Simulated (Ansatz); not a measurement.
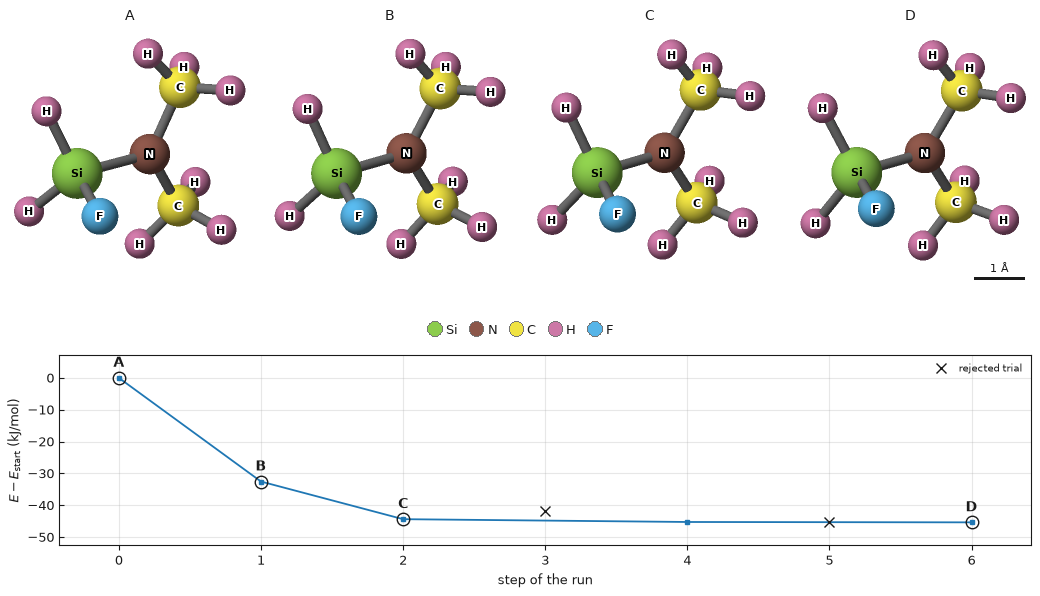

Frames of a relaxation of C$_{2}$H$_{8}$FNSi, marked on the history of the run. A ball-and-stick model, seen from a free direction.

The run prepares the start of a later molecular dynamics calculation, from a guessed geometry.

Level of theory: RKS PBE0/6-31G (Ansatz 0.2.0). (no spin polarisation; force threshold 0.02 eV/Å; at most 40 steps)

Describe the path.

Answer. An H atom moves most after the best rigid fit: 0.27 Å. By element the largest moves are H 0.27 Å, F 0.25 Å, N 0.11 Å, C 0.09 Å, Si 0.06 Å. Some distances before and after: F–Si 1.589 → 1.707 Å, N–Si 1.820 → 1.742 Å, H–Si 1.460 → 1.496 Å, C–H 1.110 → 1.094 Å. Bond angles that change, for instance: H–Si–H 109.5° → 116.5°, N–Si–F 109.5° → 115.1°, C–N–C 120.0° → 114.8°. After 4 accepted moves (6 points after the start) the energy has fallen by 45.4 kJ/mol. The largest force component goes from 3.7 to 0.019 eV/Å. The line search rejected the trial steps at points 3, 5 of the run. From step 0 to 1: an H atom moves most (0.09 Å), energy −32.6 kJ/mol. From step 1 to 2: the F atom moves most (0.10 Å), energy −11.8 kJ/mol. From step 2 to 6: the F atom moves most (0.12 Å), energy −1.00 kJ/mol.

Limits of the set-up: the basis has no polarisation functions, which atoms past neon need.
